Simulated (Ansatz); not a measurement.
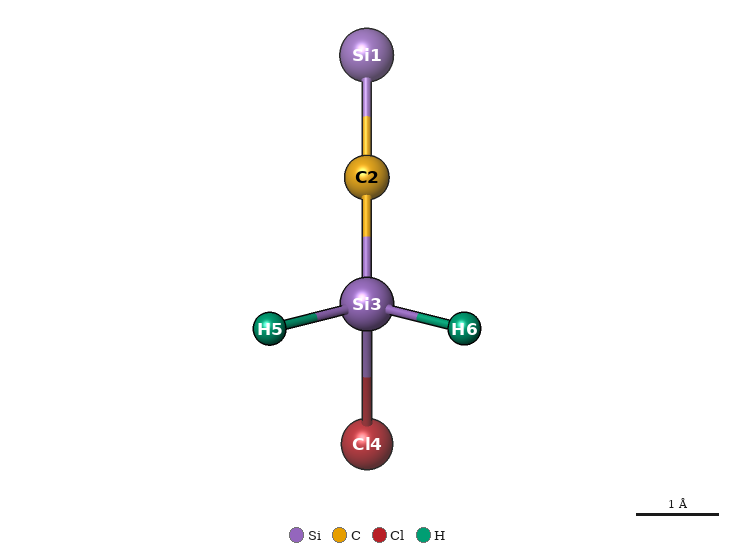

Numbered structure. State: charge −1, singlet. The geometry was computed by an optimisation with PBE0-D4/def2-TZVPD. No frequency run is at hand to confirm it as a minimum.

Which atoms are bonded, and how long are the bonds?

```json
{"bond": "Si1–C2", "length (Å)": "1.647", "order": "triple"}
{"bond": "C2–Si3", "length (Å)": "1.758", "order": "single"}
{"bond": "Si3–Cl4", "length (Å)": "2.140", "order": "single"}
{"bond": "Si3–H5", "length (Å)": "1.499", "order": "single"}
{"bond": "Si3–H6", "length (Å)": "1.499", "order": "single"}
```
